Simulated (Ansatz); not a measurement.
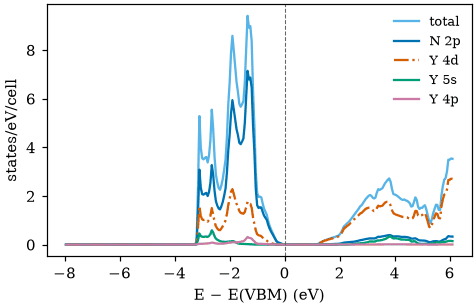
Figure. Total and projected density of states of YN in space group P6_3/mmc (No. 194; Y on 2c, N on 2d), r²SCAN in the plane-wave PAW code Ansatz

Task: Which orbitals carry the states next to the gap?

Result: Top 1 eV of the valence band: N 2p 81 %, Y 4d 16 %. Bottom 1 eV of the conduction band: Y 4d 91 %, N 2p 8 %. Projections are on Löwdin-orthogonalised atomic valence shells; empty p or d shells of many metals are not among them.

Task: Where is the tallest occupied peak in this window, and what makes it?

Result: Near -1.3 eV, about 9.4 states/eV per cell; the largest projected share is N 2p.

The cell is a constructed one: a structure type filled with these elements; the Crystallography Open Database copy checked does not list it. COD files the formula under space group No. 225, so this cell is another polymorph or a model. Whether it is the stable phase at ambient conditions was not checked. The r²SCAN relaxation kept the symmetry of its start; its stability against distortions is not shown here. No spin polarisation was allowed. Scalar-relativistic: spin–orbit coupling is off unless named, which matters more the heavier the elements.

Potentials: the later of the program's two PAW sets.
